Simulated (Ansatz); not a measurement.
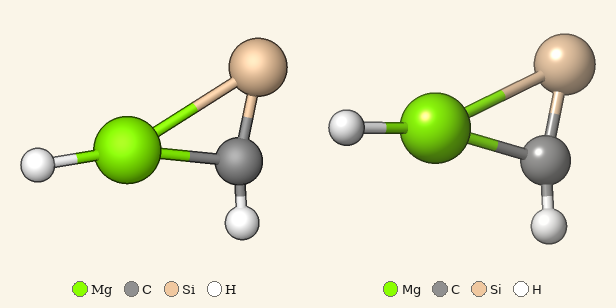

Two views of one molecule.

> Count the atoms of each element.

CH₂MgSi, 5 atoms: 1 carbon, 2 hydrogen, 1 magnesium and 1 silicon.

> What is the point group of this geometry?

Cs.

> How many sets of symmetry-equivalent atoms are there?

5: 1 Mg, 1 C, 1 Si, 1 H, 1 H.

> Count the bonded pairs by element.

1 C–Mg, 1 C–Si, 1 Mg–H, 1 C–H, 1 Mg–Si. Sticks follow a distance rule.

The parts below concern this one geometry. Atoms keep their numbers from picture to picture. Computed geometry: PBE0-D4/def2-TZVP optimisation. No frequency run is at hand to confirm it as a minimum.

### Geometry

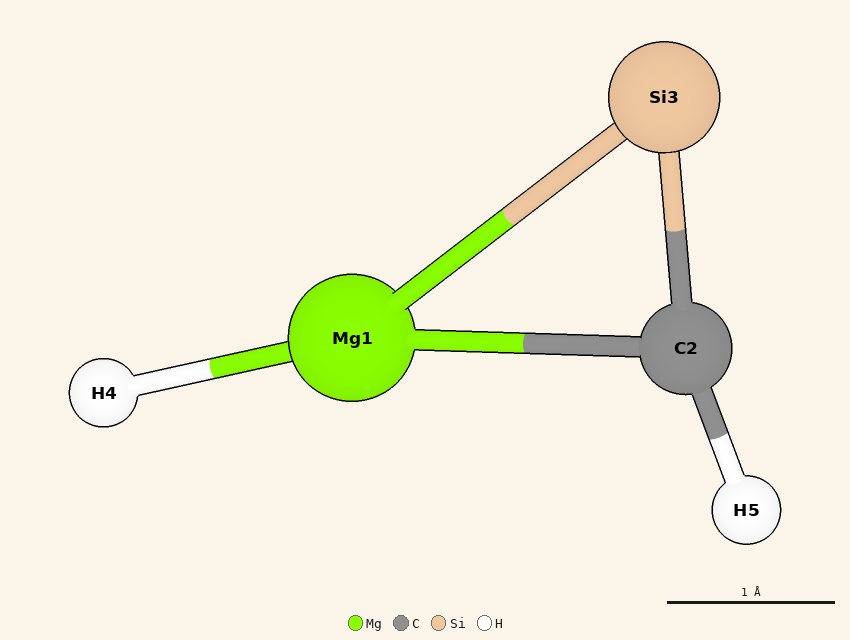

No frequency run is at hand to confirm it as a minimum.

Give these bond angles: C2–Mg1–Si3, C2–Mg1–H4, Si3–Mg1–H4, Mg1–C2–Si3, Mg1–C2–H5, Si3–C2–H5, Mg1–Si3–C2.

```json
{"angle": "C2–Mg1–Si3", "degrees": "36.7"}
{"angle": "C2–Mg1–H4", "degrees": "165.9"}
{"angle": "Si3–Mg1–H4", "degrees": "157.4"}
{"angle": "Mg1–C2–Si3", "degrees": "92.5"}
{"angle": "Mg1–C2–H5", "degrees": "103.6"}
{"angle": "Si3–C2–H5", "degrees": "163.8"}
{"angle": "Mg1–Si3–C2", "degrees": "50.7"}
```

### Dipole moment

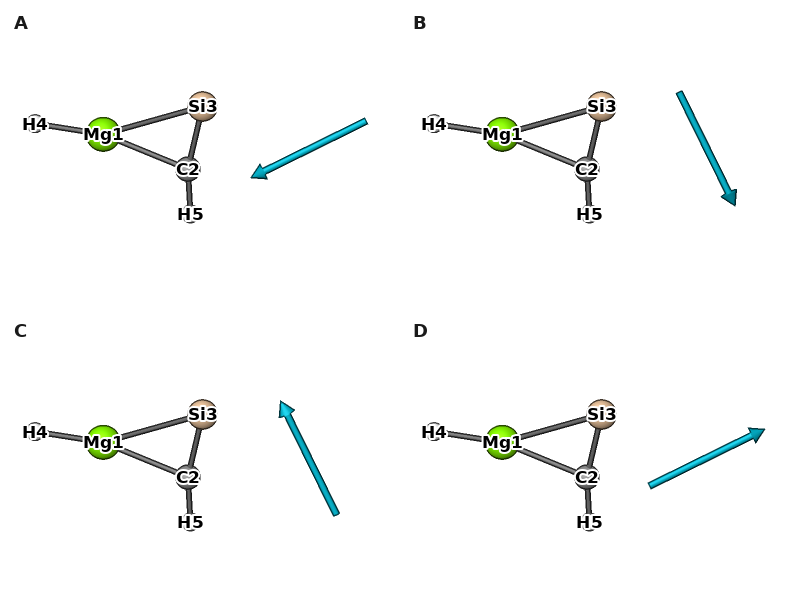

The same molecule four times, each with an arrow. No frequency run is at hand to confirm it as a minimum. Method: RKS PBE0-D4/def2-TZVP (Ansatz 0.2.0).

> Which arrow points along the dipole moment, from the negative to the positive end?

B. The dipole moment is 0.46 D; it points from the side of H4 to the side of H5 (the outermost atoms at the two ends).

### Electronic properties

No frequency run is at hand to confirm it as a minimum. Method: RKS PBE0-D4/def2-TZVPP (Ansatz 0.2.0).

Computed properties:

- HOMO energy (Kohn–Sham orbital): −6.85 eV
- LUMO energy (Kohn–Sham orbital): −2.02 eV
- HOMO–LUMO gap: 4.83 eV

### Charges

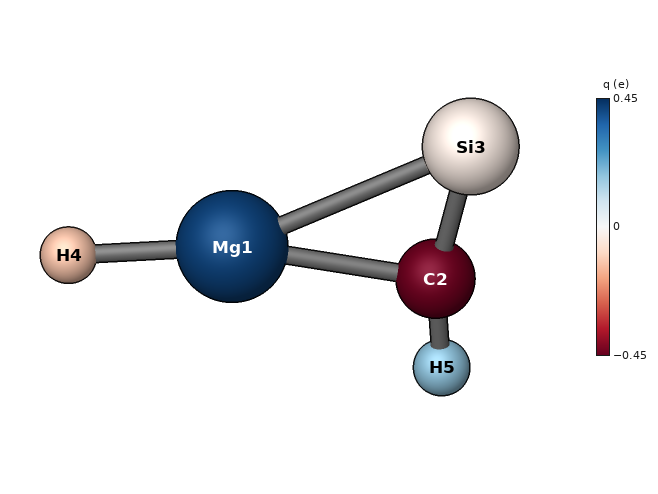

Atoms are coloured by their Mulliken charges. No frequency run is at hand to confirm it as a minimum. Properties computed with RKS PBE0-D4/def2-TZVP (Ansatz 0.2.0).

> Which atom carries the highest charge (most positive or least negative)?

Mg1 (0.42 e).

> And the lowest?

C2 (−0.44 e).

Give the Mulliken charges atom by atom.

```json
{"atom": "Mg1", "value (e)": "0.42"}
{"atom": "C2", "value (e)": "−0.44"}
{"atom": "Si3", "value (e)": "−0.04"}
{"atom": "H4", "value (e)": "−0.12"}
{"atom": "H5", "value (e)": "0.18"}
```

Mulliken values depend strongly on the basis set and can even reverse the polarity of a bond.
